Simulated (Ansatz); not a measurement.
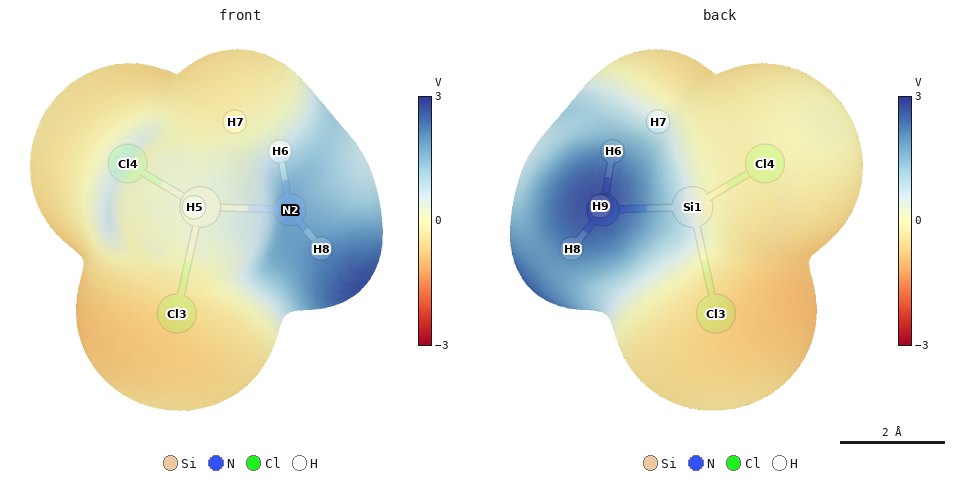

The picture shows: Cl₂H₄NSi···H. The electrostatic potential painted on the density surface at 0.002 e/bohr³, seen from the front and from behind; red is negative and blue positive.

A transition-state structure; geometry: PBE0-D4/def2-TZVP.

The calculation used Ansatz 0.2.0, RKS PBE0-D4/def2-TZVPP.

```xyz
9

Si   -0.5971    0.3043    0.3091
N     0.7310   -0.5895   -0.6014
Cl   -1.9580    0.4539   -1.3138
Cl   -0.2597    2.3031    0.6335
H    -1.4382   -0.5309    1.1805
H     1.0471   -0.5519    0.5977
H     0.6868   -0.0202    1.5018
H     0.4575   -1.3907   -1.1612
H     1.3306    0.0218   -1.1462
```

Describe the electrostatic potential map.

Answer. The most negative region (about −1.0 V) lies over Cl3, the most positive (about +2.8 V) over H8 and H9.
